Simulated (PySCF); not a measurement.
## A study: Cl4Ge, SMILES `Cl[Ge](Cl)(Cl)Cl`

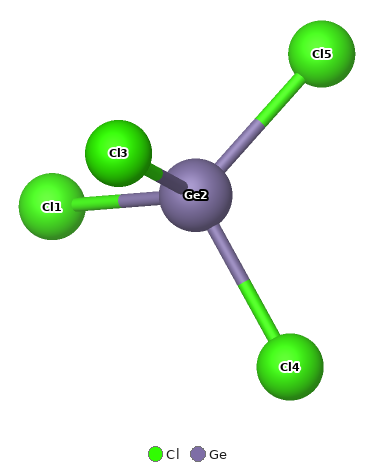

The molecule, with its atoms numbered as below. No frequency check shows the geometry to be a minimum.

Geometry (Å), atoms numbered from 1:

```
Cl1      1.2283    0.6746    1.6004
Ge2     -0.0002    0.0003    0.0003
Cl3      1.2287   -0.6743   -1.6006
Cl4     -1.2280   -1.6012    0.6741
Cl5     -1.2286    1.6004   -0.6746
```

### 1. Bonding charge

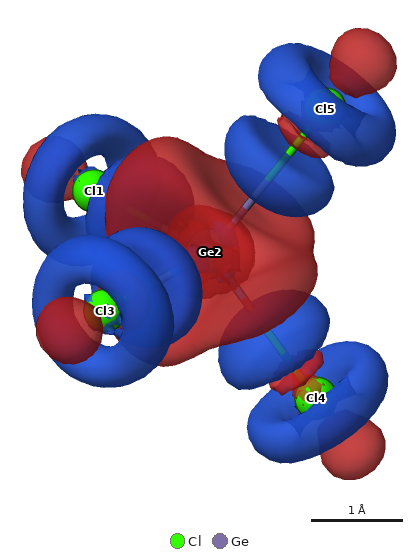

Deformation density (molecule less spherical, spin-averaged free atoms at the same positions), surfaces at ±0.05 e/Å³; blue: gain, red: loss.

Computed with PySCF, M06-2X/def2-TZVP, geometry: GFN2-xTB.

> Describe the bonding that the map shows.

Cl1–Ge2, Ge2–Cl5, Ge2–Cl4 and Ge2–Cl3: +0.10 e/Å³ at the bond critical point (bond length 2.13 Å, Mayer order 1.1). In all, 1.1 electrons gather in the regions of gain relative to the promolecule. A small or negative value marks a very polar bond, one between electron-rich atoms, whose free-atom densities already overlap strongly, a long bond to a heavier atom, or a closed-shell contact such as a hydrogen bond.

> Where do the Hirshfeld charges lie?

The highest Hirshfeld charge is on Ge2 (+0.45 e), the lowest on Cl1, Cl3, Cl4 and Cl5 (−0.11 e).

### 2. Bond critical points

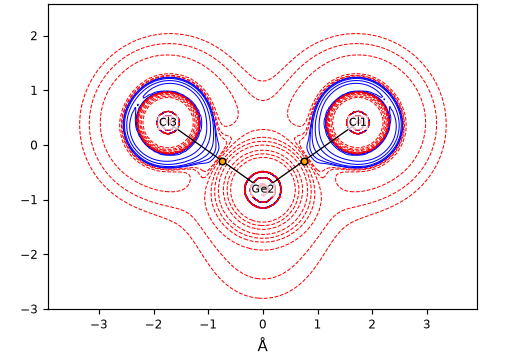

Negative Laplacian of the density (−∇²ρ) in the plane of Cl1, Ge2 and Cl3 (solid blue lines positive, dashed red lines negative, contours at ±0.02 to ±8 a.u.), with bond paths and bond critical points (dots).

> At which bond critical points in this plane is charge locally concentrated, and at which depleted?

At none is it concentrated. Depleted (∇²ρ > 0): Cl1–Ge2 and Ge2–Cl3 (+0.20 a.u., H = −0.050).

> Where along Cl1–Ge2 does the critical point lie?

1.21 Å from Cl1 and 0.91 Å from Ge2.

### 3. Electrostatic potential

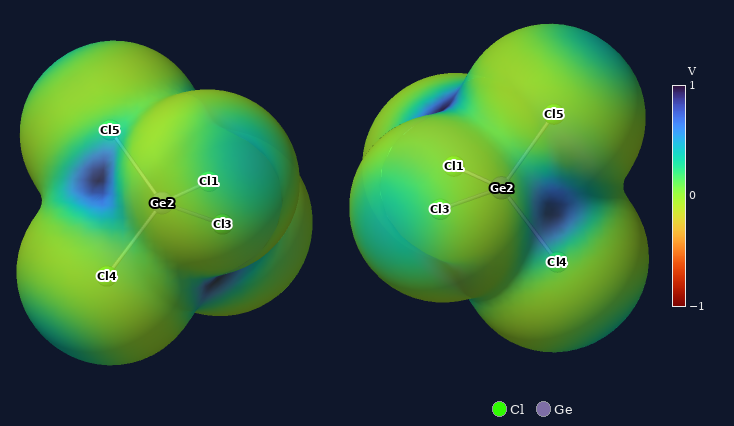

Electrostatic potential on the surface of electron density 0.001 a.u. (back view left, front view right).

> Where are the extremes of the potential on the surface?

Highest: 0.97 V, off the Cl1–Ge2 bond (2.3 to 2.5 Å from its atoms), and at like points elsewhere. Further maxima include 0.38 V, 2.0 Å from Cl5. Lowest: −0.07 V, 2.1 Å from Cl3, and at like points elsewhere. The surface is sampled at points, so like sites can differ by a few per cent and only the strongest of them is named.

> Does Cl5 carry a σ-hole?

Yes: a local maximum of +0.38 V lies on the extension of the Ge2–Cl5 bond.

> What volume does the surface enclose, and what is the dipole moment?

About 147 Å³; the dipole moment is 0.0 D.

### 4. In an electric field

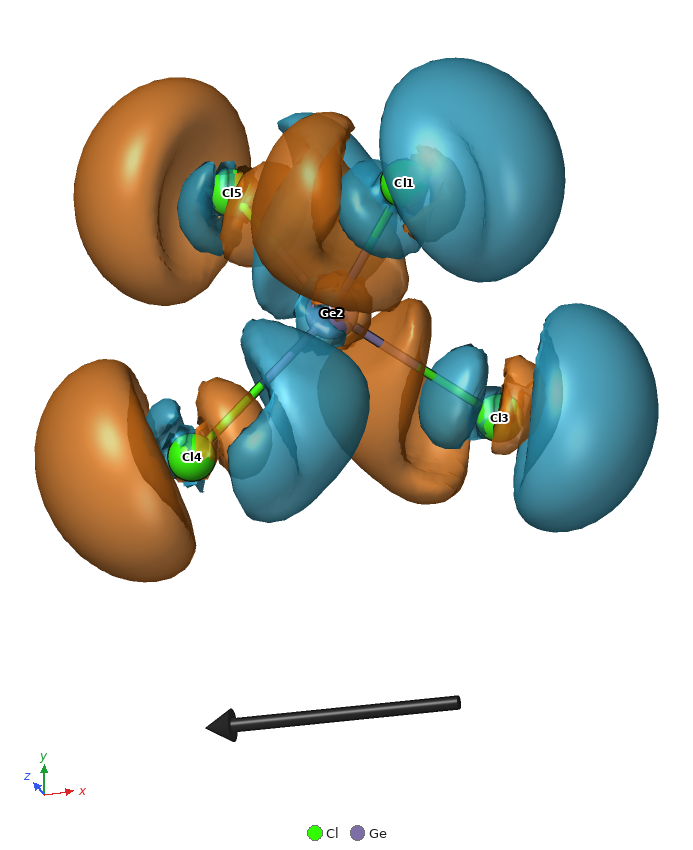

Change of the electron density in a uniform field of 0.51 V/Å along −x (arrow), surfaces at ±0.004 e/Å³ (light blue: gain, orange: loss).

PySCF calculation, M06-2X/def2-SVPD, gas phase; geometry: GFN2-xTB.

> What dipole is induced, and what polarisability does it imply?

The induced dipole is 2.07 D (along the field); α along this axis, from the fields in both directions, is 82 bohr³ (12.1 Å³).

> Which atoms gain and lose the most charge?

Electrons gather most on Cl1 and Cl3 alike (Hirshfeld charge changes by −0.036 e) and leave Cl4 and Cl5 alike most (+0.036 e); 0.174 electrons are displaced in all.

### 5. Removing or adding an electron

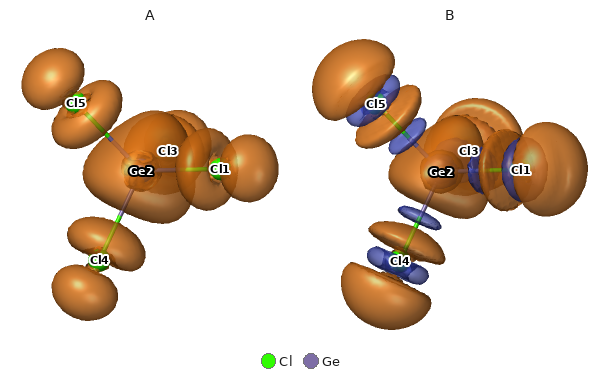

The Fukui function f⁺ from two separate SCF calculations and the density of the LUMO, at ±0.015 e/Å³ (orange positive, blue negative).

Method: TPSSh/def2-SVP; geometry: GFN2-xTB; program: PySCF.

> Which panel is which, and how good is the frozen-orbital picture?

B is f⁺ (it has negative regions), A the LUMO density. The LUMO lies on Ge2 (32 %) and Cl1, Cl3, Cl4 and Cl5 (17 % each); f⁺ (Hirshfeld-condensed) is largest on Cl1, Cl3, Cl4 and Cl5 (0.20 each) and Ge2 (0.18); the vertical electron affinity is 0.20 eV (the stability of the anion's solution wasn't checked; the anion's highest orbital has positive energy, so this value and f⁺ depend on the basis). Relaxation shifts 14 % of the electron between atoms. The orbital energy is −2.73 eV.

### 6. Localised orbitals

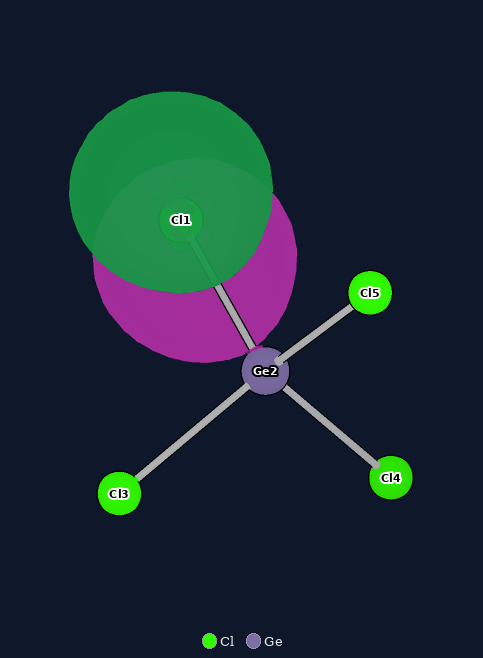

Pipek–Mezey orbitals, occupied; each surface holds about 85 % of the orbital's density. Energies are diagonal elements of the Fock matrix.

Method: BLYP/cc-pVTZ; geometry: GFN2-xTB; program: PySCF.

> What does this orbital represent?

Lone pair on Cl1 (p-type) (Cl1 96 %, Ge2 3 %; −8.5 eV).

The PySCF runs shown took 29 s, 50 s, 3.8 min and 23 s on 1 thread of AMD EPYC 7R43 64-Core Processor (Zen 3) (shared host).
